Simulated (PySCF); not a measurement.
```xyz
11

C    -1.5440   -0.4769    0.3082
C    -0.3216    0.3276   -0.0021
C    -0.3491    1.6384   -0.1003
F     0.6185    2.4704   -0.4611
C     0.9658   -0.4070   -0.0302
Cl    1.1149   -1.8723    0.9137
C     2.0583    0.0156   -0.6132
O     3.0014    0.3514   -1.1971
H    -1.4845   -0.8869    1.3148
H    -2.4274    0.1488    0.2322
H    -1.6268   -1.3065   -0.3907
```

Geometry: GFN2-xTB.

Method: UKS B3LYP, pcH-1 on C Cl F H O, non-relativistic, mean-field spin-orbit, GIAO in PySCF.

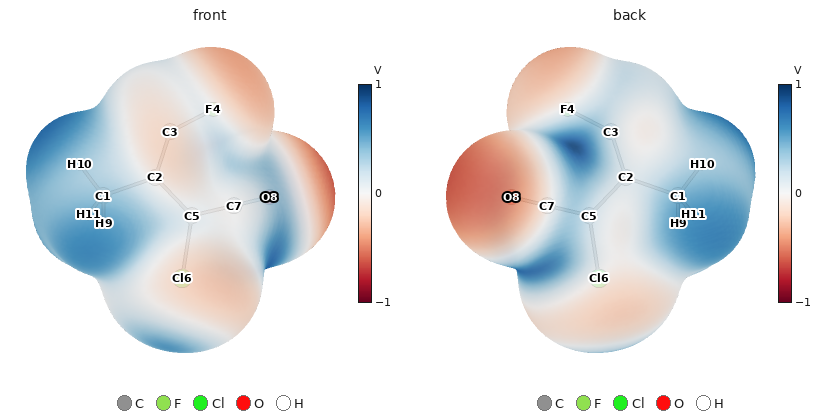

C₅H₃ClFO (SMILES C/C(=[C]/F)C(Cl)=C=O) (doublet). The electrostatic potential painted on the density surface at 0.001 e/bohr³, seen from the front and from behind; red is negative and blue positive.

> Where is the surface potential most negative and most positive?

The most negative region (about −0.6 V, or −14 kcal/mol for a unit charge) lies over O8, the most positive (about +0.8 V, or +18 kcal/mol for a unit charge) over C7 and H10. Cl6 shows a σ-hole: about +0.6 V, or +14 kcal/mol for a unit charge at the tip opposite its bond, against about −0.1 V on its flanks.
